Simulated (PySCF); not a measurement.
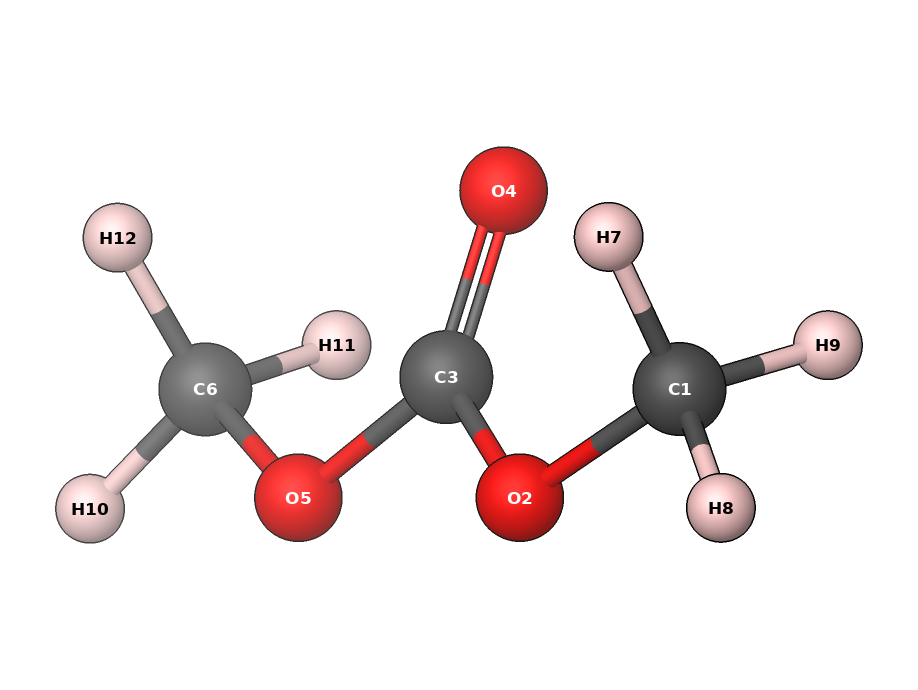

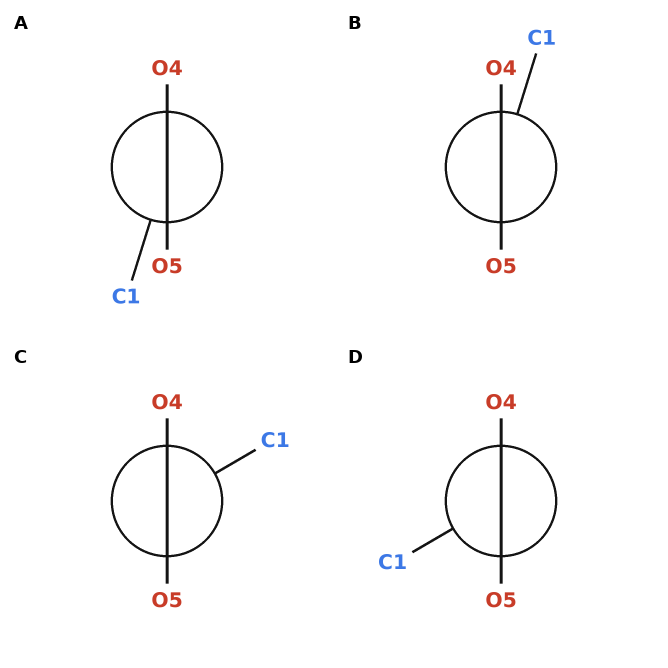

Depth is shown by fading: the farther an atom, the more it takes the colour of the background. Bonds that would overlap in a projection are set slightly apart. Geometry: an end point of a reaction path computed with GFN2-xTB.

**Which Newman projection shows the view along C3–O2, with C3 in front?**

B. The torsion angle O5–C3–O2–C1 is 180°, antiperiplanar (anti).
